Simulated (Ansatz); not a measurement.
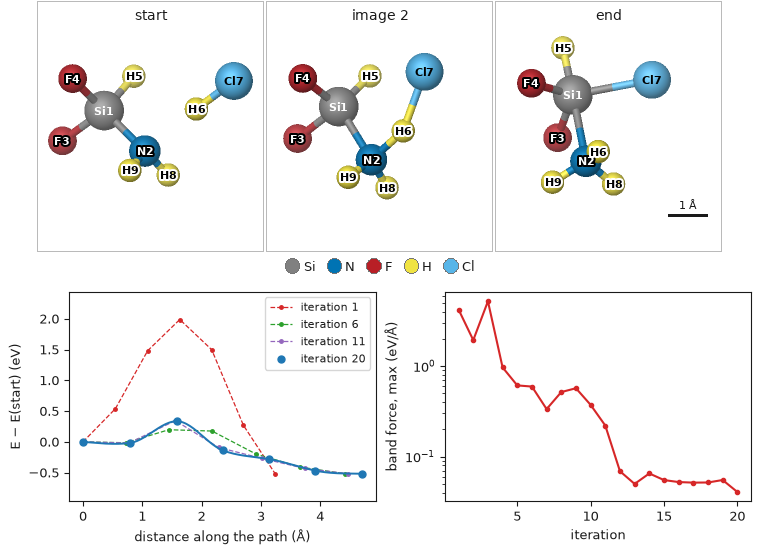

A nudged-elastic-band calculation for SiNH4ClF2. Images are numbered from 0 (start) to 6 (end). The plot follows the band through its iterations. Style: ball-and-stick. Shown at a tilt.

The calculation used RKS PBE0-D4/def2-SVP (Ansatz 0.2.0). Set-up: 5 movable images; climbing image.

**How did the profile develop, and is the result final?**

The run is converged, with reservations. The band converged in 20 iterations. The largest component of the band force went from 4.2 to 0.041 eV/Å. The climbing image converged on the top of the path. Its curvatures weren't checked. The largest force component is 1.00 eV/Å at the start and 0.74 eV/Å at the end; an end with forces this large is no minimum, and the barrier measured from it can be far off. The first iteration put the highest image at 1.99 eV. The highest point, image 2, lies 0.34 eV above the start and 0.85 eV above the end; the end is at −0.52 eV relative to the start.

Cost: 120 s on 4 threads of Arm Neoverse V2, on a shared host.
